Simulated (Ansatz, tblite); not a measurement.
# Ga5As4 zinc blende off sphere (Ga5As4H16−): spin states and exact exchange

Aim: set other spin states of Ga5As4 zinc blende off sphere (Ga5As4H16−) against its singlet, on many levels of theory.

Method: as each input shows; program: Ansatz 0.2.0, Gaussian basis.

Plan: triplet, at the geometry of the singlet (GFN1-xTB, GFN2-xTB, PBE0-D4/def2-TZVP, PBE-D4/def2-TZVP); the singlet's energies come from earlier runs.

**1. The geometry**

The singlet was relaxed beforehand with PBE-D4/def2-SVP.

25 atoms, charge -1, spin multiplicity 1.

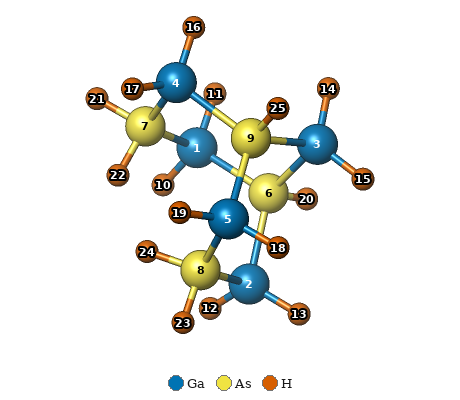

The geometry (gallium blue, arsenic yellow, hydrogen orange); atoms are numbered from 1 in the order of the file.

The ion is computed in the gas phase, without counter-ions or solvent.

**2. Triplet at the fixed geometry, GFN1-xTB**

Tight binding, by tblite at 300 K electronic temperature and without a spin-polarisation term:

```python
tblite.interface.Calculator('GFN1-xTB', numbers, positions, charge=-1, uhf=2).singlepoint()
```

Energy -679.8345 eV; 0.08 s.

**3. Triplet at the fixed geometry, GFN2-xTB**

Tight binding, by tblite at 300 K electronic temperature and without a spin-polarisation term:

```python
tblite.interface.Calculator('GFN2-xTB', numbers, positions, charge=-1, uhf=2).singlepoint()
```

Energy -644.9773 eV; 0.064 s.

**4. Triplet at the fixed geometry, PBE0-D4/def2-TZVP**

Input file in.yaml:

```yaml
crystal:
  periodic: [false, false, false]
  atoms:
    - {symbol: Ga, position_ang: [0.238309, -3.074695, -0.136487]}
    - {symbol: Ga, position_ang: [0.232651, -0.135447, -3.075345]}
    - {symbol: Ga, position_ang: [-2.696768, -0.006708, -0.001708]}
    - {symbol: Ga, position_ang: [0.229314, 0.134294, 3.074789]}
    - {symbol: Ga, position_ang: [0.222540, 3.075246, 0.136492]}
    - {symbol: As, position_ang: [-1.079449, -1.361237, -1.359552]}
    - {symbol: As, position_ang: [1.346688, -1.546356, 1.548286]}
    - {symbol: As, position_ang: [1.338290, 1.554883, -1.550628]}
    - {symbol: As, position_ang: [-1.087299, 1.354358, 1.358043]}
    - {symbol: H, position_ang: [1.394930, -3.695898, -1.033764]}
    - {symbol: H, position_ang: [-0.702533, -4.013074, 0.736382]}
    - {symbol: H, position_ang: [1.392166, -1.029501, -3.696569]}
    - {symbol: H, position_ang: [-0.712212, 0.732338, -4.013808]}
    - {symbol: H, position_ang: [-3.482578, -0.986323, 0.973316]}
    - {symbol: H, position_ang: [-3.485310, 0.968154, -0.979034]}
    - {symbol: H, position_ang: [-0.711511, -0.741177, 4.010405]}
    - {symbol: H, position_ang: [1.381916, 1.034708, 3.698989]}
    - {symbol: H, position_ang: [-0.722953, 4.010350, -0.734847]}
    - {symbol: H, position_ang: [1.376500, 3.700644, 1.034365]}
    - {symbol: H, position_ang: [-1.986803, -2.235497, -2.232044]}
    - {symbol: H, position_ang: [2.273586, -2.408049, 2.411570]}
    - {symbol: H, position_ang: [2.473500, -0.813472, 0.818766]}
    - {symbol: H, position_ang: [2.255447, 2.423969, -2.417196]}
    - {symbol: H, position_ang: [2.473417, 0.831960, -0.824362]}
    - {symbol: H, position_ang: [-1.999239, 2.224130, 2.230140]}
basis:
  gaussian: {orbitals: def2-TZVP, fitting: {mean_field: def2-universal-jkfit}}
total_charge: -1
magnetization: {spin_polarized: true, initial_magnetization: 2}
hamiltonian: {xc: pbe0, dispersion: d4}
scf: {omitted_lower_state_checks: [starts]}
output: {orbitals: {seedname: orbitals}}
```

Launch:

```sh
> ansatz run in.yaml --threads 2 --pin off --events-out ev --progress --plain --max-ram 32768MiB --backend cuda --devices 0, --max-vram 18GiB
```

Log:

```text
Functional definition: PBE0
  name "PBE0"
  cite "Adamo & Barone, J. Chem. Phys. 110, 6158 (1999) doi:10.1063/1.478522"
  cite "Perdew, Burke & Ernzerhof, Phys. Rev. Lett. 77, 3865 (1996) doi:10.1103/PhysRevLett.77.3865"
  parent pbe
  parameter a = 0.25
  parameter kappa = 0.804
  parameter beta = 0.06672455060314922
  exchange = (1 - a)*pbe_x(kappa = kappa, mu = beta*pi^2/3) + a*exact_x
  correlation = pbe_c(beta = beta)
these checks for a lower state are left out or cut short: starts
2682 factors; integrals over basis functions are off by at most 6.5e-1 eV
mean field evaluation 1: about -505449.2878 eV, gradient 4.3e1 eV
mean field evaluation 2: about -505443.2702 eV, gradient 5.9e1 eV
mean field evaluation 4: about -505453.6499 eV, gradient 4.0e0 eV
mean field evaluation 8: about -505453.7388 eV, gradient 3.7e-1 eV
mean field evaluation 16: about -505453.7479 eV, gradient 4.9e-2 eV
mean field evaluation 32: about -505453.8855 eV, gradient 9.1e-2 eV
mean field -505453.88558966 eV, -18575.0876864710 hartree, gradient 9.4e-6 eV, S^2 2.010023; 0 other end points of the search recorded, 0 dependent functions left out
reference -505453.88565289 eV, -18575.0876887948 hartree; 153, 151 occupied and 375, 377 virtual orbitals, 2682 factors
Total energy: -505455.21292423 eV, -18575.1364651167 hartree
Checks for a lower state left out: starts
```

Wall time 41 s (1 × H100 (card shared with other runs) with 2 threads of AMD EPYC 7R13, shared host); peak host memory 1.1 GiB.

Report: HOMO 0.68 eV, LUMO -2.98 eV (over both spins; with the spin held, an empty level of the minority spin lies below the top filled one); ⟨S²⟩ 2.010 (pure: 2.00). Doubts: highest occupied level lies above zero.

**5. Triplet at the fixed geometry, PBE-D4/def2-TZVP**

start.molden holds the orbitals of an earlier run on this state, given as this run's starting guess.

in.yaml, as its differences from that of step 4:

```diff
@@ -29,6 +29,6 @@
 basis:
-  gaussian: {orbitals: def2-TZVP, fitting: {mean_field: def2-universal-jkfit}}
+  gaussian: {orbitals: def2-TZVP, fitting: {mean_field: def2-universal-jkfit}, initial_orbitals: start.molden}
 total_charge: -1
 magnetization: {spin_polarized: true, initial_magnetization: 2}
-hamiltonian: {xc: pbe0, dispersion: d4}
+hamiltonian: {xc: pbe, dispersion: d4}
 scf: {omitted_lower_state_checks: [starts]}
```

Launched as before.

Log:

```text
Functional definition: PBE
  name "PBE"
  cite "Perdew, Burke & Ernzerhof, Phys. Rev. Lett. 77, 3865 (1996) doi:10.1103/PhysRevLett.77.3865"
  parent pbe
  parameter kappa = 0.804
  parameter beta = 0.06672455060314922
  exchange = pbe_x(kappa = kappa, mu = beta*pi^2/3)
  correlation = pbe_c(beta = beta)
these checks for a lower state are left out or cut short: starts
2682 factors; integrals over basis functions are off by at most 6.5e-1 eV
mean field evaluation 1: about -505440.6536 eV, gradient 1.7e1 eV
mean field evaluation 2: about -505441.1763 eV, gradient 6.8e-1 eV
mean field evaluation 4: about -505441.2233 eV, gradient 1.6e-2 eV
mean field evaluation 8: about -505441.2321 eV, gradient 7.2e-2 eV
mean field evaluation 16: about -505441.2409 eV, gradient 9.3e-5 eV
mean field -505441.24086460 eV, -18574.6230013961 hartree, gradient 1.4e-6 eV, S^2 2.003143; 0 other end points of the search recorded, 0 dependent functions left out
reference -505441.24094933 eV, -18574.6230045098 hartree; 153, 151 occupied and 375, 377 virtual orbitals, 2682 factors
Total energy: -505442.71443156 eV, -18574.6771539829 hartree
Checks for a lower state left out: starts
```

It took 17 s on 1 × H100 (card shared with other runs) with 2 threads of AMD EPYC 7R13, shared host; peak host memory 1.1 GiB.

HOMO 1.12 eV, LUMO -3.14 eV (over both spins; with the spin held, an empty level of the minority spin lies below the top filled one); ⟨S²⟩ 2.003 (pure: 2.00). Doubts: highest occupied level lies above zero.

**6. Triplet less singlet, vertical**

The singlet's energies are those of its earlier runs, whose logs aren't repeated here.

| level | triplet less singlet, vertical (kJ/mol) | time |
| --- | --- | --- |
| GFN1-xTB | +448.7 | 0.14 s |
| GFN2-xTB | +408.6 | 0.11 s |
| PBE-D4/def2-TZVP | +409.6 | 27 s |
| PBE0-D4/def2-TZVP | +465.8 | 47 s |

Times add the two runs; a level without a time comes out of a correlated run. Tight binding without a spin term can't rank spin states.

**7. What came out**

| quantity | value |
| --- | --- |
| triplet less singlet, vertical, functionals in def2-TZVP | +409.6 (PBE-D4) to +465.8 kJ/mol (PBE0-D4) |

**Reading.** All functionals put the triplet above the singlet, over a spread of 56.2 kJ/mol. The checks for a lower triplet were left out, so another state of that spin may lie lower. These are electronic energies, without zero-point motion, entropy or surroundings.

The anion's highest level is positive in at least one run, so there the basis alone may hold the extra electron.
